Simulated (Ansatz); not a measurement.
The reference is KTaO$_{3}$ in the cubic perovskite structure (space group Pm-3m, No. 221; a = 4.023 Å).

Perturbation: a hydrostatic pressure of 60 GPa.

Calculations: PBE (Ansatz, a program for electronic structure; PAW; 420 eV plane waves; without spin-orbit coupling), earlier PAW set.

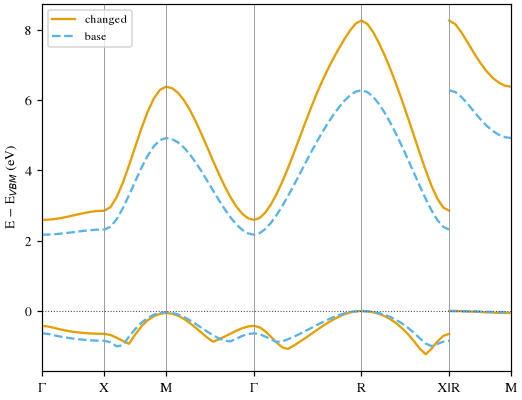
*Highest valence and lowest conduction band along the path, each from its own valence-band maximum*

Task: From the figure, how large is the changed gap, and is it direct?

Result: About 2.6 eV, indirect, R → Γ.

Spin-orbit coupling, missing from the scalar runs, can matter with Ta. Load acts through the strain it causes; cell and atoms are relaxed under it. No phonon test of stability was made. No other phases were tried under pressure.
